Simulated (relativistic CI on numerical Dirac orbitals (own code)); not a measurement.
# Hf³⁺: one ion under different settings

Aim: see what numerical and physical settings do to the SCF, the total energy and the lowest levels of Hf³⁺.

The numbers are computed with relativistic CI on numerical Dirac orbitals (own code) version 3 (Dirac-Coulomb-Breit CI, KLI orbitals optimised for each configuration, model QED (radiative potential, 1s self-energy scaled to tabulated hydrogen-like ionisation energies), numerical settings as typed), except any that are marked as measured or tabulated.

## Step 1: The system

| Property | Result |
| --- | --- |
| ion | Hf³⁺ (Hf IV) |
| nuclear charge | 72 |
| electrons | 69 |
| isotope | A = 180 |

## Step 2: A try

The run's settings:

```ini
atom Hf  Z=72  charge=3  electrons=69
nucleus A=180  rms_radius_fm=5.3470
hamiltonian dirac-coulomb  breit=on  qed=on  c_scale=1
orbitals kli  potential=per-configuration
slater_scale 1
correlation none
mixing on
grid step=0.0125 r_max=9.74
scf mixing=0.4 start=green max_iterations=68 tolerance=2e-08 node_fill=0.05
configurations
  [Xe] 4f14 5d
  [Xe] 4f14 6s
  [Xe] 4f14 6p
  [Xe] 4f14 5f
  [Xe] 4f13 5d2
end
```

Launch:

```sh
$ python run_levels.py task.json out
```

One command runs all members of the session, one after another, from task.json.

The program writes no log. Results of the run, from its result record (rounded, main fields):

```text
{
  "status": "not_converged",
  "warnings": ["orbital 5d3/2 not found"],
  "scf_steps of the first configuration [iteration, E_Ha, residual, outer_eigenvalue_Ha]": [
    [1, -15029.58468, 3.97, -3.197],
    [2, -15084.40115, 0.907, -1.665],
    [3, -15086.58155, 0.243, -1.276],
    [4, -15086.92053, 0.4, -1.253],
    [5, -15087.22041, 0.0222, -1.168],
    [6, -15087.2203, 0.0123, -1.175],
    [7, -15087.22502, 0.00484, -1.175],
    [8, -15087.22384, 0.00241, -1.173],
    [9, -15087.22416, 0.000782, -1.173],
    [10, -15087.2243, 1.56e-05, -1.173],
    [11, -15087.2243, 1.23e-06, -1.173],
    [12, -15087.2243, 2.27e-08, -1.173],
    [13, -15087.2243, 8.75e-09, -1.173]
  ]
}
```

It took 0.084 s on 1 thread of Neoverse-V1, shared host.

Cause: the run ended without a result. An orbital is not bound on this grid with the right number of nodes. The input had end of the grid 9.74. The cure is to let the grid reach far enough, with the usual settings.

## Step 3: The mended input

Settings: those of step 2 with these lines changed.

```diff
@@ -7,4 +7,4 @@
 mixing on
-grid step=0.0125 r_max=9.74
-scf mixing=0.4 start=green max_iterations=68 tolerance=2e-08 node_fill=0.05
+grid step=0.0125 r_max=64.9
+scf mixing=0.4 start=green max_iterations=150 tolerance=2e-08 node_fill=0.05
 configurations
```

Result record:

```text
{
  "status": "converged",
  "levels [i, E_cm, J2, conf, term, w_term, w_jj]": [
    [0, 0, 3, "4f14 5d", "2D", 1, 1],
    [1, 3930.1207, 5, "4f14 5d", "2D", 1, 1],
    [2, 18407.377, 1, "4f14 6s", "2S", 1, 1],
    [3, 64436.778, 1, "4f14 6p", "2P*", 0.9959, 0.9959],
    [4, 73191.838, 3, "4f14 6p", "2P*", 0.9984, 0.9984],
    [5, 118181.66, 5, "4f13 5d2", "4D*", 0.4631, 0.7269],
    [6, 118443.29, 7, "4f13 5d2", "4F*", 0.5203, 0.7492],
    [7, 118824.97, 3, "4f13 5d2", "4P*", 0.4067, 0.7604],
    [8, 120752.13, 11, "4f13 5d2", "2I*", 0.4702, 0.818],
    [9, 121038.74, 9, "4f13 5d2", "4F*", 0.6434, 0.6743],
    [10, 122764.75, 1, "4f13 5d2", "4P*", 0.3657, 0.97],
    [11, 122851.28, 9, "4f13 5d2", "4H*", 0.2965, 0.6536],
    [12, 123435.08, 13, "4f13 5d2", "4I*", 0.6857, 0.9957],
    [13, 123778.64, 7, "4f13 5d2", "4D*", 0.4092, 0.7068],
    "... 16 more rows left out ..."
  ],
  "total_energy [Ha]": -15061.064886,
  "n_levels_all": 88,
  "overlap": 1.55215e-11,
  "scf_iterations": [12, 13, 13, 13, 13],
  "orbital_energies [Ha]": {"1s": -2394.13, "2s": -410.046, "2p1/2": -391.608, "2p3/2": -347.922, "3s": -94.3332, "3p1/2": -86.173, "3p3/2": -76.805, "3d3/2": -63.0183, "3d5/2": -60.9769, "4s": -20.0436, "4p1/2": -16.6967, "4p3/2": -14.569, "4d3/2": -9.06906, "4d5/2": -8.67964, "5s": -3.64319, "5p1/2": -2.69004, "5p3/2": -2.39958, "4f5/2": -1.88874, "4f7/2": -1.82478, "5d3/2": -1.19877, "5d5/2": -1.17348},
  "configurations [conf, odd, states, E_av_Ha, breit_Ha, qed_Ha]": [
    ["4f14 5d", 0, 10, -15087.2243, 15.6, 10.57],
    ["4f14 6s", 0, 2, -15087.15289, 15.6, 10.57],
    ["4f14 6p", 1, 6, -15086.91501, 15.6, 10.57],
    ["4f14 5f", 1, 14, -15086.55449, 15.6, 10.57],
    ["4f13 5d2", 1, 630, -15086.60473, 15.61, 10.57]
  ],
  "scf_steps of the first configuration [iteration, E_Ha, residual, outer_eigenvalue_Ha]": [
    [1, -15029.58468, 3.97, -3.197],
    [2, -15084.40115, 0.907, -1.665],
    [3, -15086.58155, 0.243, -1.276],
    [4, -15086.92056, 0.4, -1.253],
    [5, -15087.22037, 0.0223, -1.168],
    [6, -15087.22029, 0.0123, -1.175],
    [7, -15087.22502, 0.00487, -1.175],
    [8, -15087.22384, 0.00243, -1.173],
    [9, -15087.22414, 0.000857, -1.173],
    [10, -15087.2243, 2.39e-05, -1.173],
    [11, -15087.2243, 2.15e-06, -1.173],
    [12, -15087.2243, 1.75e-08, -1.173]
  ]
}
```

Run time: 0.59 s. Hardware: 1 thread of Neoverse-V1, shared host.

## Step 4: Potential mixing 0.05, Breit term off, start potential previous

The run's settings:

```ini
atom Hf  Z=72  charge=3  electrons=69
nucleus A=180  rms_radius_fm=5.3470
hamiltonian dirac-coulomb  breit=off  qed=on  c_scale=1
orbitals kli  potential=per-configuration
slater_scale 1
correlation none
mixing on
grid step=0.0125 r_max=64.9
scf mixing=0.05 start=previous max_iterations=150 tolerance=2e-08 node_fill=0.05
configurations
  [Xe] 4f14 5d
  [Xe] 4f14 6s
  [Xe] 4f14 6p
  [Xe] 4f14 5f
  [Xe] 4f13 5d2
end
```

Result record:

```text
{
  "status": "converged",
  "levels [i, E_cm, J2, conf, term, w_term]": [
    [0, 0, 3, "4f14 5d", "2D", 1],
    [1, 4068.4088, 5, "4f14 5d", "2D", 1],
    [2, 18334.109, 1, "4f14 6s", "2S", 1],
    [3, 64268.274, 1, "4f14 6p", "2P*", 0.9958],
    [4, 73139.365, 3, "4f14 6p", "2P*", 0.9983],
    [5, 116756.05, 5, "4f13 5d2", "4D*", 0.4616],
    [6, 117031.85, 7, "4f13 5d2", "4F*", 0.5136],
    [7, 117389.44, 3, "4f13 5d2", "4P*", 0.4081],
    "... 22 more rows left out ..."
  ],
  "total_energy [Ha]": -15076.666876,
  "n_levels_all": 88,
  "overlap": 1.55238e-11,
  "scf_iterations": [15, 13, 12, 14, 13],
  "orbital_energies [Ha]": {"1s": -2394.13, "2s": -410.046, "2p1/2": -391.608, "2p3/2": -347.922, "3s": -94.3332, "3p1/2": -86.173, "3p3/2": -76.805, "3d3/2": -63.0183, "3d5/2": -60.9769, "4s": -20.0436, "4p1/2": -16.6967, "4p3/2": -14.569, "4d3/2": -9.06906, "4d5/2": -8.67964, "5s": -3.64319, "5p1/2": -2.69004, "5p3/2": -2.39958, "4f5/2": -1.88874, "4f7/2": -1.82478, "5d3/2": -1.19877, "5d5/2": -1.17348},
  "configurations [conf, odd, states, E_av_Ha, breit_Ha, qed_Ha]": [
    ["4f14 5d", 0, 10, -15087.2243, 0, 10.57],
    ["4f14 6s", 0, 2, -15087.15289, 0, 10.57],
    ["4f14 6p", 1, 6, -15086.91501, 0, 10.57],
    ["4f14 5f", 1, 14, -15086.55449, 0, 10.57],
    ["4f13 5d2", 1, 630, -15086.60473, 0, 10.57]
  ],
  "scf_steps of the first configuration [iteration, E_Ha, residual, outer_eigenvalue_Ha]": [
    [1, -15086.63639, 0.276, -0.9014],
    [2, -15086.70862, 0.258, -0.9132],
    [3, -15087.19312, 0.0621, -1.16],
    [4, -15087.1935, 0.0583, -1.169],
    [5, -15087.22613, 0.0358, -1.193],
    [6, -15087.22598, 0.0337, -1.192],
    [7, -15087.22354, 0.00533, -1.172],
    [8, -15087.22354, 0.00536, -1.172],
    [9, -15087.2244, 0.000998, -1.174],
    [10, -15087.22439, 0.000851, -1.174],
    [11, -15087.2243, 2.45e-06, -1.173],
    [12, -15087.2243, 2.34e-06, -1.173],
    [13, -15087.2243, 1.27e-07, -1.173],
    [14, -15087.2243, 1.23e-07, -1.173],
    [15, -15087.2243, 1.24e-09, -1.173]
  ]
}
```

Run time: 0.52 s. Hardware: 1 thread of Neoverse-V1, shared host.

## Step 5: Nuclear radius 5.8817, QED terms off, end of the grid 45.43

The run's settings:

```ini
atom Hf  Z=72  charge=3  electrons=69
nucleus A=180  rms_radius_fm=5.8817
hamiltonian dirac-coulomb  breit=on  qed=off  c_scale=1
orbitals kli  potential=per-configuration
slater_scale 1
correlation none
mixing on
grid step=0.0125 r_max=45.43
scf mixing=0.4 start=green max_iterations=150 tolerance=2e-08 node_fill=0.05
configurations
  [Xe] 4f14 5d
  [Xe] 4f14 6s
  [Xe] 4f14 6p
  [Xe] 4f14 5f
  [Xe] 4f13 5d2
end
```

Result record:

```text
{
  "status": "converged",
  "levels [i, E_cm, J2, conf, term, w_term]": [
    [0, 0, 3, "4f14 5d", "2D", 1],
    [1, 3916.1084, 5, "4f14 5d", "2D", 1],
    [2, 18186.618, 1, "4f14 6s", "2S", 1],
    [3, 64382.502, 1, "4f14 6p", "2P*", 0.9959],
    [4, 73127.822, 3, "4f14 6p", "2P*", 0.9984],
    [5, 118021.22, 5, "4f13 5d2", "4D*", 0.4633],
    [6, 118282.68, 7, "4f13 5d2", "4F*", 0.5209],
    [7, 118665.13, 3, "4f13 5d2", "4P*", 0.4066],
    "... 22 more rows left out ..."
  ],
  "total_energy [Ha]": -15071.273624,
  "n_levels_all": 88,
  "overlap": 1.55191e-11,
  "scf_iterations": [12, 13, 13, 13, 13],
  "orbital_energies [Ha]": {"1s": -2393.98, "2s": -410.026, "2p1/2": -391.607, "2p3/2": -347.923, "3s": -94.3287, "3p1/2": -86.173, "3p3/2": -76.8052, "3d3/2": -63.0185, "3d5/2": -60.9771, "4s": -20.0425, "4p1/2": -16.6967, "4p3/2": -14.569, "4d3/2": -9.06911, "4d5/2": -8.67969, "5s": -3.64301, "5p1/2": -2.69004, "5p3/2": -2.39959, "4f5/2": -1.88876, "4f7/2": -1.8248, "5d3/2": -1.19878, "5d5/2": -1.17348},
  "configurations [conf, odd, states, E_av_Ha, breit_Ha, qed_Ha]": [
    ["4f14 5d", 0, 10, -15086.86326, 15.6, 0],
    ["4f14 6s", 0, 2, -15086.79182, 15.6, 0],
    ["4f14 6p", 1, 6, -15086.55396, 15.6, 0],
    ["4f14 5f", 1, 14, -15086.19345, 15.6, 0],
    ["4f13 5d2", 1, 630, -15086.24367, 15.61, 0]
  ],
  "scf_steps of the first configuration [iteration, E_Ha, residual, outer_eigenvalue_Ha]": [
    [1, -15029.22536, 3.97, -3.197],
    [2, -15084.04025, 0.907, -1.665],
    [3, -15086.22055, 0.243, -1.276],
    [4, -15086.55955, 0.4, -1.253],
    [5, -15086.85933, 0.0223, -1.168],
    [6, -15086.85925, 0.0123, -1.175],
    [7, -15086.86398, 0.00487, -1.175],
    [8, -15086.8628, 0.00243, -1.173],
    [9, -15086.8631, 0.000857, -1.173],
    [10, -15086.86326, 2.39e-05, -1.173],
    [11, -15086.86326, 2.15e-06, -1.173],
    [12, -15086.86326, 1.75e-08, -1.173]
  ]
}
```

It took 0.54 s on 1 thread of Neoverse-V1, shared host.

The changed nuclear radius is not that of the isotope named.

## Step 6: Start potential bare, node fill 0.5, iteration limit 30

The run's settings:

```ini
atom Hf  Z=72  charge=3  electrons=69
nucleus A=180  rms_radius_fm=5.3470
hamiltonian dirac-coulomb  breit=on  qed=on  c_scale=1
orbitals kli  potential=per-configuration
slater_scale 1
correlation none
mixing on
grid step=0.0125 r_max=64.9
scf mixing=0.4 start=bare max_iterations=30 tolerance=2e-08 node_fill=0.5
configurations
  [Xe] 4f14 5d
  [Xe] 4f14 6s
  [Xe] 4f14 6p
  [Xe] 4f14 5f
  [Xe] 4f13 5d2
end
```

Result record:

```text
{
  "status": "converged",
  "levels [i, E_cm, J2, conf, term, w_term]": [
    [0, 0, 3, "4f14 5d", "2D", 1],
    [1, 4342.0117, 5, "4f14 5d", "2D", 1],
    [2, 18627.643, 1, "4f14 6s", "2S", 1],
    [3, 64195.554, 1, "4f14 6p", "2P*", 0.9956],
    [4, 73247.375, 3, "4f14 6p", "2P*", 0.9982],
    [5, 116932.83, 5, "4f13 5d2", "4D*", 0.4569],
    [6, 117186.37, 7, "4f13 5d2", "4F*", 0.5025],
    [7, 117551.81, 3, "4f13 5d2", "4P*", 0.4084],
    "... 22 more rows left out ..."
  ],
  "total_energy [Ha]": -15060.982098,
  "n_levels_all": 88,
  "overlap": 1.2723e-11,
  "scf_iterations": [20, 21, 20, 21, 20],
  "orbital_energies [Ha]": {"1s": -2390.57, "2s": -408.429, "2p1/2": -389.77, "2p3/2": -346.241, "3s": -93.7089, "3p1/2": -85.4954, "3p3/2": -76.1829, "3d3/2": -62.3309, "3d5/2": -60.3115, "4s": -19.8588, "4p1/2": -16.5019, "4p3/2": -14.3892, "4d3/2": -8.88875, "4d5/2": -8.50457, "5s": -3.56817, "5p1/2": -2.62176, "5p3/2": -2.3387, "4f5/2": -1.75643, "4f7/2": -1.69496, "5d3/2": -1.156, "5d5/2": -1.13204},
  "configurations [conf, odd, states, E_av_Ha, breit_Ha, qed_Ha]": [
    ["4f14 5d", 0, 10, -15087.07801, 15.55, 10.56],
    ["4f14 6s", 0, 2, -15087.00661, 15.55, 10.56],
    ["4f14 6p", 1, 6, -15086.76987, 15.55, 10.56],
    ["4f14 5f", 1, 14, -15086.41047, 15.55, 10.56],
    ["4f13 5d2", 1, 630, -15086.46187, 15.55, 10.56]
  ],
  "scf_steps of the first configuration [iteration, E_Ha, residual, outer_eigenvalue_Ha]": [
    [1, -13226.21077, 18.4, -104.7],
    [2, -14536.69787, 11.3, -47.46],
    [3, -14640.4781, 12.2, -1.588],
    [4, -14747.39973, 9.86, -1.97],
    [5, -15082.78646, 1.43, -0.8992],
    [6, -15071.73427, 2.5, -0.9005],
    [7, -15086.63149, 0.677, -1.089],
    [8, -15086.71431, 0.182, -1.213],
    [9, -15087.08302, 0.362, -1.162],
    [10, -15087.09187, 0.107, -1.198],
    [11, -15087.0803, 0.0876, -1.193],
    [12, -15087.06743, 0.0143, -1.143],
    [13, -15087.07518, 0.00309, -1.132],
    [14, -15087.07787, 9.67e-05, -1.132],
    [15, -15087.07829, 0.000239, -1.132],
    [16, -15087.07796, 4.45e-05, -1.132],
    [17, -15087.07801, 1.9e-06, -1.132],
    [18, -15087.07801, 7.4e-07, -1.132],
    [19, -15087.07801, 2.31e-08, -1.132],
    [20, -15087.07801, 9.63e-09, -1.132]
  ]
}
```

Run time: 0.85 s. Hardware: 1 thread of Neoverse-V1, shared host.

## Step 7: Start potential thomas-fermi, potential mixing 0.2, Breit term off

The run's settings:

```ini
atom Hf  Z=72  charge=3  electrons=69
nucleus A=180  rms_radius_fm=5.3470
hamiltonian dirac-coulomb  breit=off  qed=on  c_scale=1
orbitals kli  potential=per-configuration
slater_scale 1
correlation none
mixing on
grid step=0.0125 r_max=64.9
scf mixing=0.2 start=thomas-fermi max_iterations=150 tolerance=2e-08 node_fill=0.05
configurations
  [Xe] 4f14 5d
  [Xe] 4f14 6s
  [Xe] 4f14 6p
  [Xe] 4f14 5f
  [Xe] 4f13 5d2
end
```

Result record:

```text
{
  "status": "converged",
  "levels [i, E_cm, J2, conf, term, w_term]": [
    [0, 0, 3, "4f14 5d", "2D", 1],
    [1, 4068.4088, 5, "4f14 5d", "2D", 1],
    [2, 18334.11, 1, "4f14 6s", "2S", 1],
    [3, 64268.274, 1, "4f14 6p", "2P*", 0.9958],
    [4, 73139.365, 3, "4f14 6p", "2P*", 0.9983],
    [5, 116756.05, 5, "4f13 5d2", "4D*", 0.4616],
    [6, 117031.85, 7, "4f13 5d2", "4F*", 0.5136],
    [7, 117389.44, 3, "4f13 5d2", "4P*", 0.4081],
    "... 22 more rows left out ..."
  ],
  "total_energy [Ha]": -15076.666876,
  "n_levels_all": 88,
  "overlap": 1.55223e-11,
  "scf_iterations": [13, 13, 13, 13, 13],
  "orbital_energies [Ha]": {"1s": -2394.13, "2s": -410.046, "2p1/2": -391.608, "2p3/2": -347.922, "3s": -94.3332, "3p1/2": -86.173, "3p3/2": -76.805, "3d3/2": -63.0183, "3d5/2": -60.9769, "4s": -20.0436, "4p1/2": -16.6967, "4p3/2": -14.569, "4d3/2": -9.06906, "4d5/2": -8.67964, "5s": -3.64319, "5p1/2": -2.69004, "5p3/2": -2.39958, "4f5/2": -1.88874, "4f7/2": -1.82478, "5d3/2": -1.19877, "5d5/2": -1.17348},
  "configurations [conf, odd, states, E_av_Ha, breit_Ha, qed_Ha]": [
    ["4f14 5d", 0, 10, -15087.2243, 0, 10.57],
    ["4f14 6s", 0, 2, -15087.15289, 0, 10.57],
    ["4f14 6p", 1, 6, -15086.91501, 0, 10.57],
    ["4f14 5f", 1, 14, -15086.55449, 0, 10.57],
    ["4f13 5d2", 1, 630, -15086.60473, 0, 10.57]
  ],
  "scf_steps of the first configuration [iteration, E_Ha, residual, outer_eigenvalue_Ha]": [
    [1, -15086.63639, 0.276, -0.9014],
    [2, -15086.89367, 0.207, -0.952],
    [3, -15087.20585, 0.0439, -1.164],
    [4, -15087.21623, 0.0159, -1.184],
    [5, -15087.22539, 0.018, -1.184],
    [6, -15087.22379, 0.00347, -1.172],
    [7, -15087.22403, 0.00195, -1.173],
    [8, -15087.22435, 0.000524, -1.174],
    [9, -15087.22431, 2.92e-05, -1.173],
    [10, -15087.2243, 4.51e-06, -1.173],
    [11, -15087.2243, 6.25e-08, -1.173],
    [12, -15087.2243, 5.11e-08, -1.173],
    [13, -15087.2243, 5.06e-10, -1.173]
  ]
}
```

Wall time 0.52 s (1 thread of Neoverse-V1, shared host).

## Step 8: Tolerance 0.3

The run's settings:

```ini
atom Hf  Z=72  charge=3  electrons=69
nucleus A=180  rms_radius_fm=5.3470
hamiltonian dirac-coulomb  breit=on  qed=on  c_scale=1
orbitals kli  potential=per-configuration
slater_scale 1
correlation none
mixing on
grid step=0.0125 r_max=64.9
scf mixing=0.4 start=green max_iterations=57 tolerance=0.3 node_fill=0.05
configurations
  [Xe] 4f14 5d
  [Xe] 4f14 6s
  [Xe] 4f14 6p
  [Xe] 4f14 5f
  [Xe] 4f13 5d2
end
```

Result record:

```text
{
  "status": "converged",
  "levels [i, E_cm, J2, conf, term, w_term]": [
    [0, 0, 3, "4f14 5d", "2D", 1],
    [1, 4503.7083, 5, "4f14 5d", "2D", 1],
    [2, 13837.127, 1, "4f14 6s", "2S", 1],
    [3, 56469.328, 1, "4f14 6p", "2P*", 0.9909],
    [4, 65537.476, 3, "4f14 6p", "2P*", 0.9964],
    [5, 89938.09, 5, "4f13 5d2", "4D*", 0.4606],
    [6, 90111.969, 7, "4f13 5d2", "4F*", 0.5207],
    [7, 90708.334, 3, "4f13 5d2", "4P*", 0.4033],
    "... 22 more rows left out ..."
  ],
  "total_energy [Ha]": -15060.263764,
  "n_levels_all": 88,
  "overlap": 1.23998e-11,
  "scf_iterations": [3, 3, 3, 3, 3],
  "orbital_energies [Ha]": {"1s": -2406.21, "2s": -412.84, "2p1/2": -395.55, "2p3/2": -351.108, "3s": -94.3192, "3p1/2": -86.3301, "3p3/2": -76.8331, "3d3/2": -62.9221, "3d5/2": -60.8343, "4s": -20.0017, "4p1/2": -16.6918, "4p3/2": -14.5747, "4d3/2": -9.04775, "4d5/2": -8.66232, "5s": -3.80366, "5p1/2": -2.84841, "5p3/2": -2.54825, "4f5/2": -1.83874, "4f7/2": -1.78127, "5d3/2": -1.30446, "5d5/2": -1.27556},
  "configurations [conf, odd, states, E_av_Ha, breit_Ha, qed_Ha]": [
    ["4f14 5d", 0, 10, -15086.58155, 15.72, 10.61],
    ["4f14 6s", 0, 2, -15086.52991, 15.72, 10.61],
    ["4f14 6p", 1, 6, -15086.30653, 15.72, 10.61],
    ["4f14 5f", 1, 14, -15086.0023, 15.73, 10.61],
    ["4f13 5d2", 1, 630, -15086.0813, 15.73, 10.61]
  ],
  "scf_steps of the first configuration [iteration, E_Ha, residual, outer_eigenvalue_Ha]": [
    [1, -15029.58468, 3.97, -3.197],
    [2, -15084.40115, 0.907, -1.665],
    [3, -15086.58155, 0.243, -1.276]
  ]
}
```

Run time: 0.35 s. Hardware: 1 thread of Neoverse-V1, shared host.

A bad setting: its result is shown only for the comparison.

## Step 9: The runs side by side

| setting | total energy less usual (Ha) | largest shift of a level among the lowest eight of both runs, same label and place (cm⁻¹) | SCF iterations | time | lowest level | kind of change |
| --- | --- | --- | --- | --- | --- | --- |
| usual | 0 | 0 | 64 | 0.59 s | 5d 2D3/2 | - |
| potential mixing 0.05, Breit term off, start potential previous | -15.6 | 1440 | 67 | 0.52 s | 5d 2D3/2 | model term |
| nuclear radius 5.8817, QED terms off, end of the grid 45.43 | -10.2 | 221 | 64 | 0.54 s | 5d 2D3/2 | unphysical constant |
| start potential bare, node fill 0.5, iteration limit 30 | 0.0828 | 1270 | 102 | 0.85 s | 5d 2D3/2 | numerical |
| start potential thomas-fermi, potential mixing 0.2, Breit term off | -15.6 | 1440 | 65 | 0.52 s | 5d 2D3/2 | model term |
| tolerance 0.3 | 0.801 | 28300 | 15 | 0.35 s | 5d 2D3/2 | unsound |

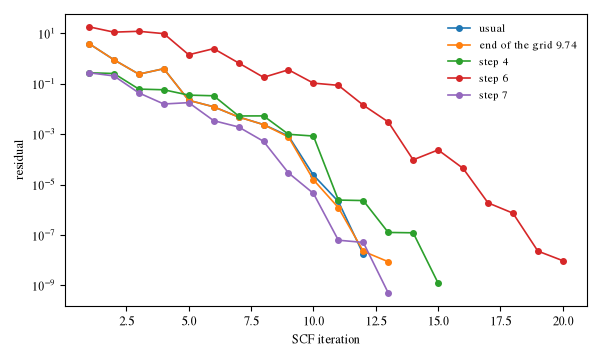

Residual of the first configuration's SCF.

## Step 10: Summary of results

```
                    quantity           value
lowest level, usual settings        5d 2D3/2
                total energy  -15061.0649 Ha
            first excitation     3930.1 cm⁻¹
       runs without a result               1
```

Among the runs whose levels can be followed, they move most under «tolerance 0.3» (unsound), by up to 28300 cm⁻¹. «Start potential bare, node fill 0.5, iteration limit 30» costs 102 SCF iterations against 64. Only the listed configurations are in the model. In a near-neutral ion this small CI can misplace whole configurations by 10,000 cm⁻¹ or more, above all where the count of f electrons changes.
